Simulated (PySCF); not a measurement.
**[CeCl4]−: other functionals and bases at one geometry**

How far do other levels of theory move the description of [CeCl4]−, and what does each cost? The structure is generated, not taken from experiment.

The runs use PySCF 2.14.0; several levels, as the steps say, no spin–orbit coupling.

4 further runs of the same task are left out: 2 for a known fault of the program, 2 that didn't finish.

### Step 1. Where the work starts

5 atoms, charge -1, spin multiplicity 1.

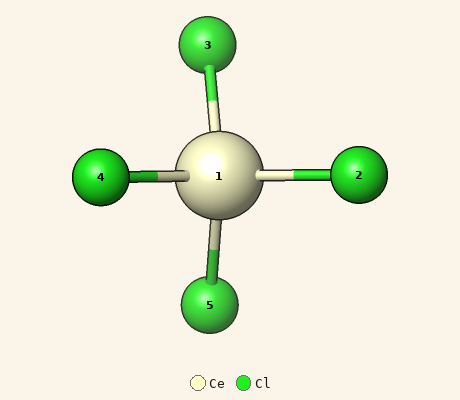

The geometry (cerium light yellow, chlorine green); atoms are numbered from 1 in the order of the file.

Geometry (Å):

```xyz
5
charge -1, multiplicity 1
Ce    0.0000    0.0000    0.0000
Cl    1.5359    1.5359    1.5359
Cl   -1.5359   -1.5359    1.5359
Cl    1.5359   -1.5359   -1.5359
Cl   -1.5359    1.5359   -1.5359
```

Formal oxidation states: Ce +3. Each metal's 1 4f electrons lie in its core potential, so multiplicities, spins and levels count the valence alone. An earlier session relaxed this geometry at r2SCAN, Ce lcecp-1-SVP with ECP47, Cl def2-SVP (singlet, point group Td).

At r2SCAN on the finer grid: E = -1872.830705 Eh, HOMO -3.56 eV, LUMO 2.73 eV, Mulliken charge on Ce1 +0.82 e, largest force component 0.011 eV/Å. 

Levels to run: BLYP; PBE; M06-L; BP86; r2SCAN, TZVP. Hardware: 2 threads of Arm Neoverse V1, shared host.

### Step 2. BLYP

run.py (the lines that set the calculation)

```python
mol = gto.M(atom='''
Ce     0.00000     0.00000     0.00000
Cl     1.53590     1.53590     1.53590
Cl    -1.53590    -1.53590     1.53590
Cl     1.53590    -1.53590    -1.53590
Cl    -1.53590     1.53590    -1.53590''',
    basis={'Ce': 'lcecp-1-SVP', 'Cl': 'def2-SVP'},
    ecp={'Ce': 'lcecp-1-SVP'},
    charge=-1, spin=0)
mf = dft.RKS(mol, xc='BLYP')
mf.grids.atom_grid = (75, 302)  # f atoms: unpruned, at least (60, 302)
mf = mf.density_fit()  # fitting sets: Ce AutoAux, Cl def2-universal-JKFIT
mf.conv_tol = 1e-08; mf.max_cycle = 55
mf.kernel(dm0)  # dm0: the density of the relaxed state
```

Launch:

```console
> OMP_NUM_THREADS=2 python run.py
```

Log:

```text
init E= -1872.85729678159
  HOMO = -0.106707489462703  LUMO = 0.0951196822272795  gap/eV = 5.49200
cycle= 1 E= -1872.86229117312  delta_E= -0.00499  |g|= 0.0362  |ddm|= 0.391
  HOMO = -0.102711438488918  LUMO = 0.0974785912634878  gap/eV = 5.44745
cycle= 2 E= -1872.86181264822  delta_E= 0.000479  |g|= 0.051  |ddm|= 0.145
  HOMO = -0.10357042911365  LUMO = 0.0957454340437531  gap/eV = 5.42366
cycle= 3 E= -1872.86274502644  delta_E= -0.000932  |g|= 0.0139  |ddm|= 0.0915
  HOMO = -0.104782800765562  LUMO = 0.0955742585026359  gap/eV = 5.45199
cycle= 4 E= -1872.86279781269  delta_E= -5.28e-05  |g|= 0.00121  |ddm|= 0.0192
  HOMO = -0.104762465031665  LUMO = 0.0955488471948025  gap/eV = 5.45075
cycle= 5 E= -1872.86279835885  delta_E= -5.46e-07  |g|= 0.000257  |ddm|= 0.00245
  HOMO = -0.104768143847987  LUMO = 0.0955502315222849  gap/eV = 5.45094
cycle= 6 E= -1872.86279838176  delta_E= -2.29e-08  |g|= 8.95e-06  |ddm|= 0.000428
  HOMO = -0.104767702900756  LUMO = 0.0955508737015454  gap/eV = 5.45095
cycle= 7 E= -1872.86279838179  delta_E= -3e-11  |g|= 4.76e-07  |ddm|= 1.49e-05
  HOMO = -0.104767604638907  LUMO = 0.0955508828840052  gap/eV = 5.45094
Extra cycle  E= -1872.86279838179  delta_E= 2.27e-12  |g|= 9.22e-07  |ddm|= 1.92e-06
converged SCF energy = -1872.86279838179
```

It took 6.6 s on 2 threads of Arm Neoverse V1, shared host.

It gives: E = -1872.862798 Eh, HOMO -2.85 eV, LUMO 2.60 eV, Mulliken charge on Ce1 +0.55 e, largest force component 0.105 eV/Å. 

### Step 3. PBE

Changes to run.py (the lines that set the calculation) since step 2:

```diff
@@ -9,3 +9,3 @@
     charge=-1, spin=0)
-mf = dft.RKS(mol, xc='BLYP')
+mf = dft.RKS(mol, xc='PBE')
 mf.grids.atom_grid = (75, 302)  # f atoms: unpruned, at least (60, 302)
```

Launch:

```console
> OMP_NUM_THREADS=2 python run.py
```

Log:

```text
init E= -1872.17345863427
  HOMO = -0.114897239430717  LUMO = 0.0895531357032746  gap/eV = 5.56338
cycle= 1 E= -1872.17580456755  delta_E= -0.00235  |g|= 0.0481  |ddm|= 0.302
  HOMO = -0.115317859210842  LUMO = 0.095976943380884  gap/eV = 5.74962
cycle= 2 E= -1872.17348849293  delta_E= 0.00232  |g|= 0.0943  |ddm|= 0.219
  HOMO = -0.113632761208126  LUMO = 0.0942440479218772  gap/eV = 5.65662
cycle= 3 E= -1872.17671858238  delta_E= -0.00323  |g|= 0.0048  |ddm|= 0.14
  HOMO = -0.11439077124864  LUMO = 0.0939131653764218  gap/eV = 5.66824
cycle= 4 E= -1872.17672594872  delta_E= -7.37e-06  |g|= 0.000695  |ddm|= 0.00911
  HOMO = -0.114347985489756  LUMO = 0.0939149858884915  gap/eV = 5.66712
cycle= 5 E= -1872.17672605172  delta_E= -1.03e-07  |g|= 0.000227  |ddm|= 0.000934
  HOMO = -0.114359831503247  LUMO = 0.093912804432452  gap/eV = 5.66739
cycle= 6 E= -1872.1767260681  delta_E= -1.64e-08  |g|= 1.13e-05  |ddm|= 0.000325
  HOMO = -0.114359876201544  LUMO = 0.0939132294991655  gap/eV = 5.66740
cycle= 7 E= -1872.17672606814  delta_E= -4.41e-11  |g|= 3.32e-07  |ddm|= 1.62e-05
  HOMO = -0.1143598133383  LUMO = 0.0939132292816816  gap/eV = 5.66740
Extra cycle  E= -1872.17672606816  delta_E= -1.09e-11  |g|= 5.37e-07  |ddm|= 1.11e-06
converged SCF energy = -1872.17672606816
```

Wall time 6.2 s (2 threads of Arm Neoverse V1, shared host).

It gives: E = -1872.176726 Eh, HOMO -3.11 eV, LUMO 2.56 eV, Mulliken charge on Ce1 +0.61 e, largest force component 0.023 eV/Å. 

### Step 4. M06-L

Changes to run.py (the lines that set the calculation) since step 3:

```diff
@@ -9,3 +9,3 @@
     charge=-1, spin=0)
-mf = dft.RKS(mol, xc='PBE')
+mf = dft.RKS(mol, xc='M06L')
 mf.grids.atom_grid = (75, 302)  # f atoms: unpruned, at least (60, 302)
```

Launch:

```console
> OMP_NUM_THREADS=2 python run.py
```

Log:

```text
init E= -1872.93929612419
  HOMO = -0.133663444989858  LUMO = 0.105291885502278  gap/eV = 6.50231
cycle= 1 E= -1872.94154746921  delta_E= -0.00225  |g|= 0.0817  |ddm|= 0.254
  HOMO = -0.120614045373625  LUMO = 0.0961231602978561  gap/eV = 5.89772
cycle= 2 E= -1872.93850870246  delta_E= 0.00304  |g|= 0.122  |ddm|= 0.272
  HOMO = -0.125992917718365  LUMO = 0.106269405121234  gap/eV = 6.32018
cycle= 3 E= -1872.94339588687  delta_E= -0.00489  |g|= 0.0125  |ddm|= 0.186
  HOMO = -0.126798660165667  LUMO = 0.104165533559115  gap/eV = 6.28486
cycle= 4 E= -1872.9434498635  delta_E= -5.4e-05  |g|= 0.00134  |ddm|= 0.0181
  HOMO = -0.126667178515167  LUMO = 0.104153940847445  gap/eV = 6.28096
cycle= 5 E= -1872.94345039489  delta_E= -5.31e-07  |g|= 0.000214  |ddm|= 0.00213
  HOMO = -0.126650942708974  LUMO = 0.104211301243169  gap/eV = 6.28208
cycle= 6 E= -1872.94345041141  delta_E= -1.65e-08  |g|= 3.05e-05  |ddm|= 0.000544
  HOMO = -0.12665432002518  LUMO = 0.10420459674673  gap/eV = 6.28199
cycle= 7 E= -1872.94345041179  delta_E= -3.82e-10  |g|= 2.52e-06  |ddm|= 6.48e-05
  HOMO = -0.126654155787194  LUMO = 0.104204412587026  gap/eV = 6.28198
Extra cycle  E= -1872.94345041179  delta_E= 4.55e-12  |g|= 3.43e-06  |ddm|= 7.37e-06
converged SCF energy = -1872.94345041179
```

Run time: 8.4 s. Hardware: 2 threads of Arm Neoverse V1, shared host.

Read off: E = -1872.943450 Eh, HOMO -3.45 eV, LUMO 2.84 eV, Mulliken charge on Ce1 +1.09 e, largest force component 0.039 eV/Å. 

### Step 5. BP86

Changes to run.py (the lines that set the calculation) since step 4:

```diff
@@ -9,3 +9,3 @@
     charge=-1, spin=0)
-mf = dft.RKS(mol, xc='M06L')
+mf = dft.RKS(mol, xc='B88,P86')
 mf.grids.atom_grid = (75, 302)  # f atoms: unpruned, at least (60, 302)
```

Launch:

```console
> OMP_NUM_THREADS=2 python run.py
```

Log:

```text
init E= -1873.15403412929
  HOMO = -0.118932204670186  LUMO = 0.0852030114972329  gap/eV = 5.55480
cycle= 1 E= -1873.15642209114  delta_E= -0.00239  |g|= 0.0449  |ddm|= 0.306
  HOMO = -0.118001633617456  LUMO = 0.100366199707166  gap/eV = 5.94209
cycle= 2 E= -1873.15448989531  delta_E= 0.00193  |g|= 0.0865  |ddm|= 0.206
  HOMO = -0.116835168633276  LUMO = 0.0936699558445721  gap/eV = 5.72814
cycle= 3 E= -1873.15723825466  delta_E= -0.00275  |g|= 0.00621  |ddm|= 0.131
  HOMO = -0.117766017802598  LUMO = 0.0924514421938707  gap/eV = 5.72031
cycle= 4 E= -1873.15724867095  delta_E= -1.04e-05  |g|= 0.000687  |ddm|= 0.01
  HOMO = -0.117763631537046  LUMO = 0.0923585516267469  gap/eV = 5.71772
cycle= 5 E= -1873.15724878115  delta_E= -1.1e-07  |g|= 0.000275  |ddm|= 0.00114
  HOMO = -0.117781379543591  LUMO = 0.0923714178847684  gap/eV = 5.71855
cycle= 6 E= -1873.15724880544  delta_E= -2.43e-08  |g|= 1.89e-05  |ddm|= 0.000401
  HOMO = -0.117783481287211  LUMO = 0.0923710191119674  gap/eV = 5.71860
cycle= 7 E= -1873.15724880555  delta_E= -1.13e-10  |g|= 1.21e-06  |ddm|= 2.76e-05
  HOMO = -0.117783460538828  LUMO = 0.0923706294325982  gap/eV = 5.71858
Extra cycle  E= -1873.15724880555  delta_E=    0  |g|= 2.54e-06  |ddm|= 5.26e-06
converged SCF energy = -1873.15724880555
```

Run time: 6.3 s. Hardware: 2 threads of Arm Neoverse V1, shared host.

Read off: E = -1873.157249 Eh, HOMO -3.21 eV, LUMO 2.51 eV, Mulliken charge on Ce1 +0.62 e, largest force component 0.003 eV/Å. 

### Step 6. r2SCAN, TZVP

Basis: Ce lcecp-1-TZVP with ECP47, Cl def2-TZVP. 

run.py (the lines that set the calculation)

```python
mol = gto.M(atom='''
Ce     0.00000     0.00000     0.00000
Cl     1.53590     1.53590     1.53590
Cl    -1.53590    -1.53590     1.53590
Cl     1.53590    -1.53590    -1.53590
Cl    -1.53590     1.53590    -1.53590''',
    basis={'Ce': 'lcecp-1-TZVP', 'Cl': 'def2-TZVP'},
    ecp={'Ce': 'lcecp-1-TZVP'},
    charge=-1, spin=0)
mf = dft.RKS(mol, xc='R2SCAN')
mf.grids.atom_grid = (75, 302)  # f atoms: unpruned, at least (60, 302)
mf = mf.density_fit()  # fitting sets: Ce AutoAux, Cl def2-universal-JKFIT
mf.conv_tol = 1e-08; mf.max_cycle = 55
mf.kernel(dm0)  # dm0: free metal ions and neutral atoms
```

Launch:

```console
> OMP_NUM_THREADS=2 python run.py
```

Log:

```text
init E= -1903.79895417582
  HOMO = -0.0671900313165437  LUMO = 0.110779215535101  gap/eV = 4.84279
cycle= 1 E= -1872.87920222369  delta_E= 30.9  |g|= 2.75  |ddm|= 2.53
  HOMO = -0.269300048290161  LUMO = 0.100609083301596  gap/eV = 10.06574
cycle= 2 E= -1872.72213718076  delta_E= 0.157  |g|= 2.06  |ddm|= 2.78
  HOMO = -0.120608153704553  LUMO = 0.0490222428906301  gap/eV = 4.61588
cycle= 3 E= -1873.26950940326  delta_E= -0.547  |g|= 0.765  |ddm|= 2.19
  HOMO = -0.130704021032281  LUMO = 0.115402172539071  gap/eV = 6.69689
cycle= 4 E= -1873.44346847388  delta_E= -0.174  |g|= 0.132  |ddm|= 0.855
  HOMO = -0.144391093450098  LUMO = 0.0873167001336295  gap/eV = 6.30509
cycle= 5 E= -1873.44934832258  delta_E= -0.00588  |g|= 0.0377  |ddm|= 0.209
  HOMO = -0.140453239118879  LUMO = 0.091181990524566  gap/eV = 6.30312
cycle= 6 E= -1873.44973209513  delta_E= -0.000384  |g|= 0.00779  |ddm|= 0.0361
  HOMO = -0.140647012235472  LUMO = 0.0921648504285025  gap/eV = 6.33513
cycle= 7 E= -1873.44975028879  delta_E= -1.82e-05  |g|= 0.000723  |ddm|= 0.0115
  HOMO = -0.140759261941182  LUMO = 0.0920477139307316  gap/eV = 6.33500
cycle= 8 E= -1873.44975041751  delta_E= -1.29e-07  |g|= 0.000127  |ddm|= 0.00146
  HOMO = -0.140760905885158  LUMO = 0.0920399962949414  gap/eV = 6.33484
cycle= 9 E= -1873.44975042266  delta_E= -5.15e-09  |g|= 2.35e-06  |ddm|= 0.000121
  HOMO = -0.140760592702099  LUMO = 0.0920397930390491  gap/eV = 6.33482
Extra cycle  E= -1873.44975042266  delta_E= 2.73e-12  |g|= 2.84e-06  |ddm|= 7.13e-06
converged SCF energy = -1873.44975042266
```

Run time: 25 s. Hardware: 2 threads of Arm Neoverse V1, shared host.

It gives: E = -1873.449750 Eh, HOMO -3.83 eV, LUMO 2.50 eV, Mulliken charge on Ce1 +1.36 e, largest force component 0.007 eV/Å. 

### Step 7. Results

| level | state | HOMO (eV) | gap (eV) | charge on Ce1 (e) | dipole (D) | largest force (eV/Å) | basis functions | time |
| --- | --- | --- | --- | --- | --- | --- | --- | --- |
| r2SCAN (relaxed here) | singlet | -3.56 | 6.29 | 0.82 | 0.00 | 0.01 | 105 | 26 s |
| BLYP | singlet | -2.85 | 5.45 | 0.55 | 0.00 | 0.10 | 105 | 6.6 s |
| PBE | singlet | -3.11 | 5.67 | 0.61 | 0.00 | 0.02 | 105 | 6.2 s |
| M06-L | singlet | -3.45 | 6.28 | 1.09 | 0.00 | 0.04 | 105 | 8.4 s |
| BP86 | singlet | -3.21 | 5.72 | 0.62 | 0.00 | 0.00 | 105 | 6.3 s |
| r2SCAN, TZVP | singlet | -3.83 | 6.33 | 1.36 | 0.00 | 0.01 | 195 | 25 s |

Times are on 2 threads of Arm Neoverse V1, shared host; the first row also made further properties. The dipole of a charged species depends on the origin, so these sizes hold for this origin alone.

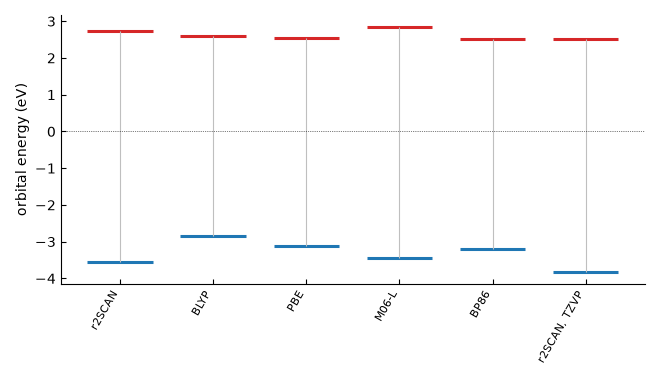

Highest filled and lowest empty level, method by method.

In one basis the gap runs from 5.45 eV (BLYP) to 6.29 eV (r2SCAN). The largest leftover force, 0.10 eV/Å with BLYP, stands at a geometry relaxed at another level. The Mulliken charge on Ce spans +0.55 to +1.36 e over the levels. With 4f in the core, its levels are missing from HOMO and gap. Total energies of different levels can't be compared. Spin–orbit coupling is left out throughout.
